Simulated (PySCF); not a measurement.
```xyz
17

C    -3.1173    1.3365    0.5736
C    -1.7991    1.4860    0.3804
C    -0.7794    0.4324    0.2853
C    -1.1187   -0.9208    0.4224
C    -0.2579   -2.0034    0.3326
P     1.4549   -2.0242    0.0437
C     1.8784   -0.3418   -0.0970
C     3.3447   -0.0406   -0.3132
P     0.8362    1.0461   -0.0150
H    -3.5937    0.3588    0.6847
H    -3.7726    2.2086    0.6258
H    -1.4117    2.5069    0.2753
H    -2.1728   -1.1520    0.6117
H    -0.7055   -2.9965    0.4538
H     3.4929    0.9372   -0.7966
H     3.8820   -0.0140    0.6496
H     3.8299   -0.8094   -0.9340
```

Geometry: PBE0-D3(BJ)/def2-SVP.

Method: PBE0/pcSseg-1, SCF density, gas phase, non-relativistic (PySCF 2.14.0).

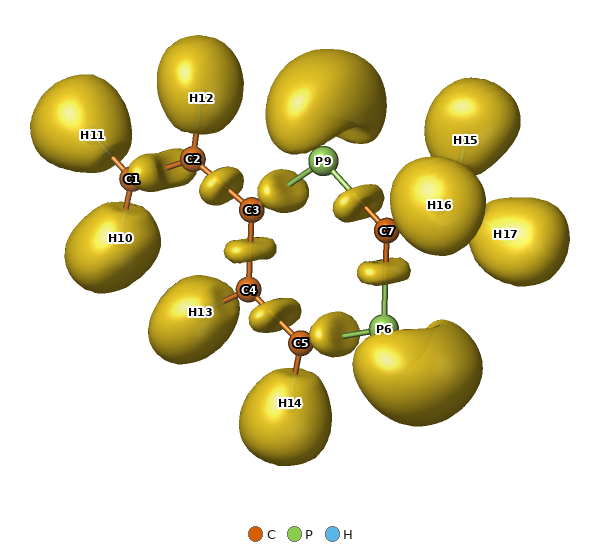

C₇H₈P₂ (SMILES C=Cc1ccpc(C)p1). Isosurface of the electron localisation function at 0.85 (yellow), seen at a tilt. Core shells and regions of very low density are left out.

Describe the localisation domains.

At this value the surface marks out five regions between bonded C–C atoms (shared pairs), four regions between bonded C–P atoms (shared pairs), eight regions around hydrogen nuclei and two lobes on P, pointing away from the bonds (lone pairs).

Values along the shortest contacts:
C–C (1.34 Å): the ELF peaks at about 0.95 between the atoms (a multiple bond). C–P (1.74 Å): the ELF peaks at about 0.95 between the atoms: a covalent bond.
